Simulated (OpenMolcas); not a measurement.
How methods differ on BCl2F (SMILES FB(Cl)Cl)

BCl2F: 4 atoms, total charge 0, spin state singlet. As SMILES, `FB(Cl)Cl`. The coordinates come from a PBE0-D4/def2-TZVP relaxation.

```tsv
atom	x (Å)	y (Å)	z (Å)
F	0.1144	-1.1653	-0.7812
B	0.0079	-0.0806	-0.0540
Cl	-1.5495	0.3738	0.5714
Cl	1.4273	0.8721	0.2638
```

Quantity: the vertical energy of the triplet above the singlet, in eV. The values are calculated.

```
           level           kind     program  value (eV)  CPU time (all runs)
 SVWN5/6-311+G**            LDA  OpenMolcas        6.27                 51 s
  BLYP/6-311+G**            GGA  OpenMolcas        6.19                 68 s
revPBE/6-311+G**            GGA  OpenMolcas        6.19                 66 s
 M06-L/6-311+G**       meta-GGA  OpenMolcas        6.61                 95 s
  TPSS/6-311+G**       meta-GGA  OpenMolcas        6.25                 97 s
r2SCAN/6-311+G**       meta-GGA  OpenMolcas        6.37                 97 s
 B3LYP/6-311+G**  global hybrid  OpenMolcas        6.52                 67 s
  PBE0/6-311+G**  global hybrid  OpenMolcas        6.58                 60 s
```

The values span 6.19 to 6.61 eV. CPU times are rough (shared hosts, several kinds of processor): they show what a rung costs within a factor of a few.

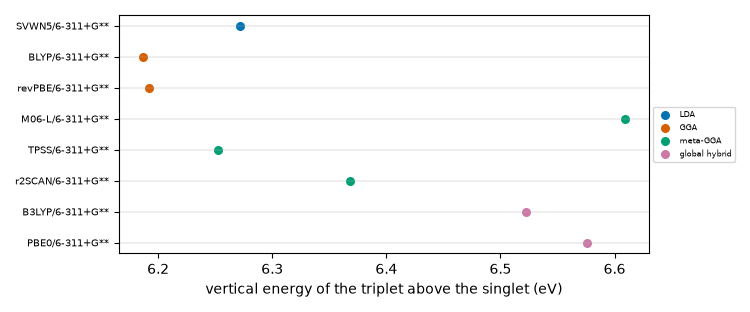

The values of the table, level by level.
